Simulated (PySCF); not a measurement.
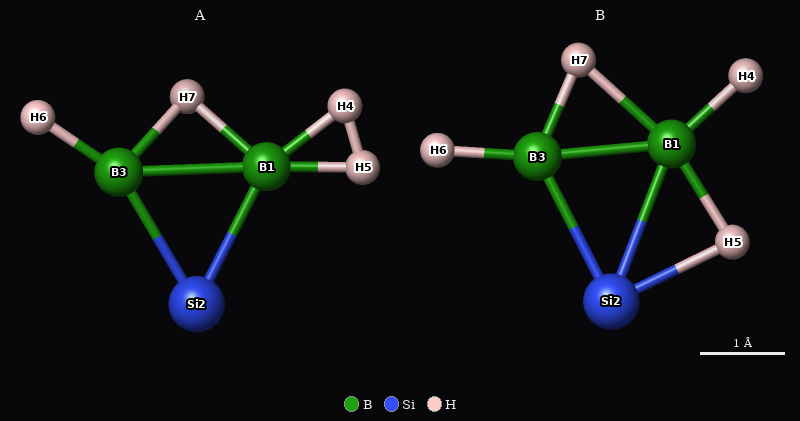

Two geometries of B2SiH4, drawn at one scale. One is the start of a relaxation, the other its converged end. Style: ball-and-stick. Shown face on.

These are results of RKS PBE-D4/def2-SVP, density fitting in PySCF, not measurements. 

Which of the two is the end point?

Answer. Structure B is the relaxed one. It is one of the separated reactants of a reaction. The energy falls by 79.0 kcal/mol in 26 geometry steps. The atom that moves furthest after the best rigid fit is H5 (0.97 Å). Largest moves by element: H 0.97 Å, B 0.30 Å, Si 0.25 Å. Some distances before and after: H4–H5 0.770 → 2.001 Å, Si2–H5 2.576 → 1.618 Å, B1–H5 1.150 → 1.382 Å, B1–H7 1.322 → 1.500 Å. Among the angles between lasting bonds that change: Si2–B1–H5 116.4° → 52.8°, H4–B1–H5 38.4° → 100.8°, B3–B1–H5 175.5° → 116.5°. Cost: 110 s on 2 threads of Arm Neoverse V1 (shared host).
